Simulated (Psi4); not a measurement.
# One shape, several levels: CH7GaSi (SMILES [CH3][GaH][SiH3])

We compute a comparison of 6 runs (BHLYP/6-31G*, BLYP/6-31G*, M06-L/6-31G*, PBE/6-31G*, PBE0/6-31G*, r2SCAN/6-31G*) of CH7GaSi. 

The calculation is run with Psi4 1.11.

## 1. The structure to begin with

The species is CH7GaSi (10 atoms), meant as a singlet with charge 0. SMILES: `[CH3][GaH][SiH3]`. The C1–H6 distance was set to 1.421 Å, away from the relaxed value.

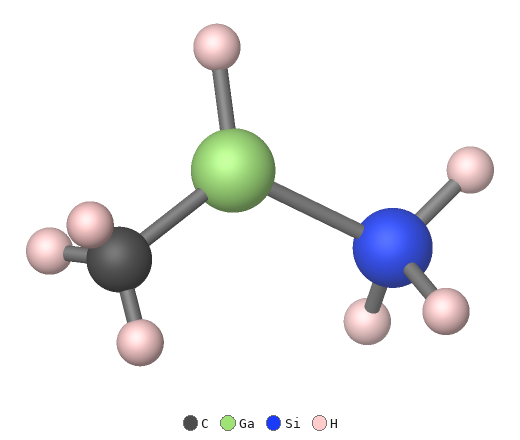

Viewed from a chosen angle; carbon dark grey, gallium green, silicon blue, hydrogen pink.

## 2. A single-point energy at BHLYP/6-31G(d) (spherical functions) (run 1)

File ch7gasi.json:

```json
{
  "schema_name": "qcschema_input",
  "schema_version": 1,
  "molecule": {
    "schema_name": "qcschema_molecule",
    "schema_version": 2,
    "symbols": ["C", "Ga", "Si", "H", "H", "H", "H", "H", "H", "H"],
    "geometry": [-1.9351438, 2.15691639, -1.51790739, 1.24866677, 0.76834563, -0.17147753, 1.6742331, -3.70010076, 0.6928832, -3.44881443, 0.76324337, -1.61466137, -1.60198509, 2.89636622, -3.42048365, -2.74803973, 4.22637248, -0.01077144, 3.51274764, 2.64919005, 0.30605626, 1.19103013, -5.19468515, -1.64943233, 4.20325357, -4.44767641, 1.67365106, -0.25026399, -4.51230505, 2.58752261],
    "molecular_charge": 0,
    "molecular_multiplicity": 1,
    "fix_symmetry": "c1",
    "fix_com": true,
    "fix_orientation": true
  },
  "driver": "energy",
  "model": {
    "method": "bhhlyp",
    "basis": "6-31G*"
  },
  "keywords": {
    "puream": true,
    "e_convergence": 1e-09,
    "d_convergence": 1e-08,
    "scf_type": "pk",
    "dft_radial_points": 99,
    "dft_spherical_points": 590
  }
}
```

Run with:

```console
$ psi4 --qcschema ch7gasi.json -n 1 --memory 2200MB
```

stdout:

```text
[...]
  Running in c1 symmetry.
[...]
  Nuclear repulsion =  237.186873116864888
[...]
  Multiplicity = 1
[...]
  Nalpha       = 29
  Nbeta        = 29
[...]
    Number of basis functions: 78
[...]
   @RKS iter   1: -2254.39360756729502   -2.48976e+00   3.63587e-02 ADIIS/DIIS
[...]
   @RKS iter  12: -2256.24683458042182   -5.00222e-12   5.88083e-09 DIIS
[...]
    Orbital Energies [Eh]
    ---------------------
    Doubly Occupied:
       1A   -374.956928     2A    -67.119706     3A    -46.810230
       4A    -41.405555     5A    -41.402076     6A    -41.401538
       7A    -10.596360     8A     -5.863763     9A     -5.593732
      10A     -4.079154    11A     -4.069766    12A     -4.068611
      13A     -3.856228    14A     -3.856068    15A     -3.855659
      16A     -0.981365    17A     -0.976867    18A     -0.976266
      19A     -0.972412    20A     -0.970317    21A     -0.760278
      22A     -0.608453    23A     -0.482040    24A     -0.465773
      25A     -0.409845    26A     -0.400707    27A     -0.399578
      28A     -0.338840    29A     -0.302255
[...]
  @RKS Final Energy: -2256.24683458042182
   => Energetics <=
    Nuclear Repulsion Energy =            237.1868731168648878
    One-Electron Energy =               -3613.1716923303974909
    Two-Electron Energy =                1172.9211068616216380
    DFT Exchange-Correlation Energy =     -53.1831222285106762
    Empirical Dispersion Energy =           0.0000000000000000
    VV10 Nonlocal Energy =                  0.0000000000000000
    Total Energy =                      -2256.2468345804213641
[...]
 Multipole Moments:
 ------------------------------------------------------------------------------------
     Multipole            Electronic (a.u.)      Nuclear  (a.u.)        Total (a.u.)
 ------------------------------------------------------------------------------------
 L = 1.  Multiply by 2.5417464519 to convert [e a0] to [Debye]
 Dipole X            :        -51.5660881           51.3949986           -0.1710895
 Dipole Y            :         18.8015337          -18.6606923            0.1408414
 Dipole Z            :          6.6734805           -6.8510018           -0.1775213
 Magnitude           :                                                    0.2839397
[...]
```

The result, in JSON:

```text
{
 "driver": "energy",
 "model": {
  "method": "bhhlyp",
  "basis": "6-31G*"
 },
 "success": true,
 "return_result": -2256.246834580422,
 "properties": {
  "calcinfo_nbasis": 78,
  "calcinfo_nmo": 78,
  "calcinfo_nalpha": 29,
  "calcinfo_nbeta": 29,
  "calcinfo_natom": 10,
  "nuclear_repulsion_energy": 237.1868731168649,
  "return_energy": -2256.246834580422,
  "scf_one_electron_energy": -3613.1716923303975,
  "scf_two_electron_energy": 1172.9211068616216,
  "scf_xc_energy": -53.183122228510676,
  "scf_dipole_moment": [-0.1710895405315469, 0.14084142919892884, -0.17752133299828365],
  "scf_total_energy": -2256.246834580422,
  "scf_iterations": 12
 }
}
```

Run time: 27 s. Hardware: 1 thread of AMD EPYC 7R43 (Zen 3), shared host; peak memory 1.2 GiB.

## 3. Energy and forces at BLYP/6-31G(d) (spherical functions) (run 2)

File input.dat:

```
memory 2.2 GB

molecule molecule1 {
  0 1
  C
  Ga 1 R2
  Si 2 R3 1 A3
  H 1 R4 2 A4 3 D4
  H 1 R5 4 A5 2 D5
  H 1 R6 4 A6 5 D6
  H 2 R7 1 A7 4 D7
  H 3 R8 2 A8 7 D8
  H 3 R9 8 A9 2 D9
  H 3 R10 9 A10 8 D10

  R2 = 1.971329
  R3 = 2.418938
  A3 = 120.81586
  R4 = 1.090013
  A4 = 113.13032
  D4 = 6.07986
  R5 = 1.09446
  A5 = 108.48557
  D5 = 121.2633
  R6 = 1.421401
  A6 = 108.98031
  D6 = 115.95912
  R7 = 1.577949
  A7 = 118.14396
  D7 = -174.35894
  R8 = 1.492403
  A8 = 110.18468
  D8 = -121.43833
  R9 = 1.488928
  A9 = 107.61984
  D9 = -125.05241
  R10 = 1.492338
  A10 = 107.61854
  D10 = 114.73276
  symmetry c1
  no_reorient
  no_com
}

set globals {
  basis                6-31G*
  puream               true
  e_convergence        1e-09
  d_convergence        1e-08
  scf_type             pk
  dft_radial_points    99
  dft_spherical_points 590
}

energy_value = gradient('blyp')
print_variables()
```

Run with:

```console
$ psi4 -n 1 input.dat output.dat
```

output.dat:

```text
[...]
  Running in c1 symmetry.
[...]
  Nuclear repulsion =  237.186896727889945
[...]
  Multiplicity = 1
[...]
  Nalpha       = 29
  Nbeta        = 29
[...]
    Number of basis functions: 78
[...]
   @RKS iter   1: -2254.01919883348955   -1.32500e+00   4.00396e-02 ADIIS/DIIS
[...]
   @RKS iter  13: -2256.33344200579722   -1.09139e-11   7.67304e-09 DIIS
[...]
    Orbital Energies [Eh]
    ---------------------
    Doubly Occupied:
       1A   -371.047752     2A    -65.454861     3A    -45.375866
       4A    -40.234577     5A    -40.230747     6A    -40.230204
       7A     -9.926180     8A     -5.277232     9A     -5.041249
      10A     -3.612949    11A     -3.601907    12A     -3.600497
      13A     -3.459597    14A     -3.459410    15A     -3.459166
      16A     -0.730863    17A     -0.725871    18A     -0.725005
      19A     -0.722482    20A     -0.719616    21A     -0.591117
      22A     -0.473366    23A     -0.373608    24A     -0.351401
      25A     -0.311423    26A     -0.299755    27A     -0.299531
      28A     -0.244970    29A     -0.220338
[...]
  @RKS Final Energy: -2256.33344200579722
   => Energetics <=
    Nuclear Repulsion Energy =            237.1868967278899447
    One-Electron Energy =               -3612.0407493813477231
    Two-Electron Energy =                1222.3740628353282318
    DFT Exchange-Correlation Energy =    -103.8536521876677341
    Empirical Dispersion Energy =           0.0000000000000000
    VV10 Nonlocal Energy =                  0.0000000000000000
    Total Energy =                      -2256.3334420057972238
[...]
 Multipole Moments:
 ------------------------------------------------------------------------------------
     Multipole            Electronic (a.u.)      Nuclear  (a.u.)        Total (a.u.)
 ------------------------------------------------------------------------------------
 L = 1.  Multiply by 2.5417464519 to convert [e a0] to [Debye]
 Dipole X            :          0.2752496           -0.1935501            0.0816995
 Dipole Y            :          5.7079205           -5.6788129            0.0291076
 Dipole Z            :          1.4910779           -1.8207865           -0.3297086
 Magnitude           :                                                    0.3409250
[...]
  -Total Gradient:
     Atom            X                  Y                   Z
    ------   -----------------  -----------------  -----------------
       1        0.053922037033    -0.043016970658     0.024100297731
       2        0.002672774593    -0.001236971699    -0.001772260782
       3        0.000085676095     0.000457722499    -0.000828803784
       4        0.005360572716     0.003143160207     0.005287469652
       5       -0.001538822817    -0.006455348048     0.004815761443
       6       -0.060047406936     0.047439825971    -0.026570506703
       7       -0.000384004410    -0.005012851063    -0.002552876440
       8       -0.002766407187     0.002385609433     0.000662025328
       9       -0.000079328911    -0.000071844754    -0.003767963062
      10        0.002773364412     0.002359720500     0.000633864016
[...]
```

Wall time 30 s (1 thread of AMD EPYC 7R43 (Zen 3), shared host); peak memory 1.2 GiB.

Runs 3 to 5 aren't shown in full; the table further down has their settings and results.

## 4. Energy and gradient at r2SCAN/6-31G(d) (spherical functions) (run 6)

File job.json:

```json
{
  "schema_name": "qcschema_input",
  "schema_version": 1,
  "molecule": {
    "schema_name": "qcschema_molecule",
    "schema_version": 2,
    "symbols": ["C", "Ga", "Si", "H", "H", "H", "H", "H", "H", "H"],
    "geometry": [-1.9351438, 2.15691639, -1.51790739, 1.24866677, 0.76834563, -0.17147753, 1.6742331, -3.70010076, 0.6928832, -3.44881443, 0.76324337, -1.61466137, -1.60198509, 2.89636622, -3.42048365, -2.74803973, 4.22637248, -0.01077144, 3.51274764, 2.64919005, 0.30605626, 1.19103013, -5.19468515, -1.64943233, 4.20325357, -4.44767641, 1.67365106, -0.25026399, -4.51230505, 2.58752261],
    "molecular_charge": 0,
    "molecular_multiplicity": 1,
    "fix_symmetry": "c1",
    "fix_com": true,
    "fix_orientation": true
  },
  "driver": "gradient",
  "model": {
    "method": "r2scan",
    "basis": "6-31G*"
  },
  "keywords": {
    "puream": true,
    "e_convergence": 1e-09,
    "d_convergence": 1e-08,
    "scf_type": "pk",
    "dft_radial_points": 99,
    "dft_spherical_points": 590,
    "scf_properties": ["MULLIKEN_CHARGES", "DIPOLE", "LOWDIN_CHARGES"]
  }
}
```

Run with:

```console
$ psi4 --qcschema job.json -n 1 --memory 2200MB
```

stdout:

```text
[...]
  Running in c1 symmetry.
[...]
  Nuclear repulsion =  237.186873116864888
[...]
  Multiplicity = 1
[...]
  Nalpha       = 29
  Nbeta        = 29
[...]
    Number of basis functions: 78
[...]
   @RKS iter   1: -2254.04790588883861   -1.50593e+00   3.91390e-02 DIIS/ADIIS
[...]
   @RKS iter  13: -2256.23443132080411   -2.72848e-12   3.03361e-09 DIIS
[...]
  @RKS Final Energy: -2256.23443132080411
   => Energetics <=
    Nuclear Repulsion Energy =            237.1868731168648878
    One-Electron Energy =               -3612.7515260647614923
    Two-Electron Energy =                1223.1181774114297696
    DFT Exchange-Correlation Energy =    -103.7879557843370861
    Empirical Dispersion Energy =           0.0000000000000000
    VV10 Nonlocal Energy =                  0.0000000000000000
    Total Energy =                      -2256.2344313208041058
[...]
 Multipole Moments:
 ------------------------------------------------------------------------------------
     Multipole            Electronic (a.u.)      Nuclear  (a.u.)        Total (a.u.)
 ------------------------------------------------------------------------------------
 L = 1.  Multiply by 2.5417464519 to convert [e a0] to [Debye]
 Dipole X            :        -51.6158553           51.3949986           -0.2208567
 Dipole Y            :         18.8152438          -18.6606923            0.1545516
 Dipole Z            :          6.6664873           -6.8510018           -0.1845145
 Magnitude           :                                                    0.3266642
[...]
  Mulliken Charges: (a.u.)
   Center  Symbol    Alpha    Beta     Spin     Total
       1     C     3.29547  3.29547  0.00000 -0.59094
       2    GA    15.48623 15.48623  0.00000  0.02754
       3    SI     6.91650  6.91650  0.00000  0.16700
       4     H     0.39893  0.39893  0.00000  0.20215
       5     H     0.39802  0.39802  0.00000  0.20396
       6     H     0.44242  0.44242  0.00000  0.11516
       7     H     0.48267  0.48267  0.00000  0.03466
       8     H     0.52695  0.52695  0.00000 -0.05390
       9     H     0.52654  0.52654  0.00000 -0.05308
      10     H     0.52627  0.52627  0.00000 -0.05253
[...]
  -Total Gradient:
     Atom            X                  Y                   Z
    ------   -----------------  -----------------  -----------------
       1        0.017733161638    -0.055948591945    -0.044230527452
       2        0.001556209114    -0.001806022929    -0.002241124110
       3        0.000293458693    -0.002201181278     0.000411201056
       4        0.004909639539    -0.002210155269    -0.003330203020
       5        0.001539304321    -0.006320687726    -0.000134481875
       6       -0.025587954391     0.067012667819     0.049504979179
       7       -0.000420610610    -0.000362377031     0.000303675903
       8        0.000177205335     0.000808921511     0.000609919499
       9       -0.000872653539     0.000479180300    -0.000331750424
      10        0.000606416763     0.000594160086    -0.000541342806
[...]
```

It took 1.7 min on 1 thread of AMD EPYC 7R43 (Zen 3), shared host; peak memory 1.5 GiB.

## 5. The series

| run | level | task | energy (Eh) | dipole moment (D) | HOMO energy (eV) | LUMO energy (eV) | wall time |
| --- | --- | --- | --- | --- | --- | --- | --- |
| 1 | BHLYP/6-31G* (spherical functions) | energy | -2256.246835 | 0.72 | -8.22 | -0.94 | 27 s |
| 2 | BLYP/6-31G* (spherical functions) | gradient | -2256.333442 | 0.87 | -6.00 | -2.37 | 30 s |
| 3 | M06-L/6-31G* (spherical functions) | gradient | -2256.246756 | 0.78 | -6.39 | -2.22 | 87 s |
| 4 | PBE/6-31G* (spherical functions) | gradient | -2255.797021 | 0.90 | -6.18 | -2.46 | 42 s |
| 5 | PBE0/6-31G* (spherical functions) | energy | -2255.878094 | 0.82 | -7.28 | -1.70 | 31 s |
| 6 | r2SCAN/6-31G* (spherical functions) | gradient | -2256.234431 | 0.83 | -6.45 | -2.27 | 1.7 min |

## 6. Summary of results

| quantity | value |
| --- | --- |
| run 6: total energy | -2256.23443 Eh |
| run 6: dipole moment | 0.83 D |
| run 6: HOMO energy | -6.45 eV |
| run 6: LUMO energy | -2.27 eV |
| run 6: HOMO–LUMO gap | 4.18 eV |
| run 6: largest force on an atom | 4.482 eV/Å |

**Reading.** The dipole moment (its size) runs from 0.72 D (BHLYP/6-31G*) to 0.90 D (PBE/6-31G*). The HOMO–LUMO gap runs from 3.63 eV (BLYP/6-31G*) to 7.28 eV (BHLYP/6-31G*). Totals of different functionals can't be ranked against each other. All runs together took 5.3 min, the longest 1.7 min.
